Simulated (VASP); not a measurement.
Band structure of FeNiAs4 (space group P2/m). Method: PBEsol GGA, VASP's PBE PAW potentials (set 64) (plane waves; VASP).

The run has a spin-polarised start.

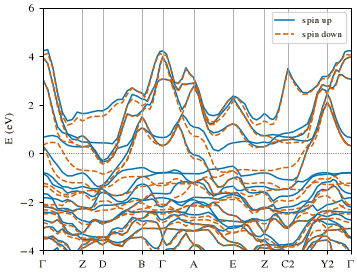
Fig. 1. Bands along high-symmetry lines, zero at the valence-band maximum or, without a gap, the Fermi level

Question: Read the plot: is there a gap, and where are the band edges?

Answer: It has no gap at this level: it comes out as a metal or semimetal. (Edges off the drawn lines would not show.)

The structure comes from a computed database's FeNiAs4 entry (P2/m); how it stands against other phases isn't given here. It was relaxed first.
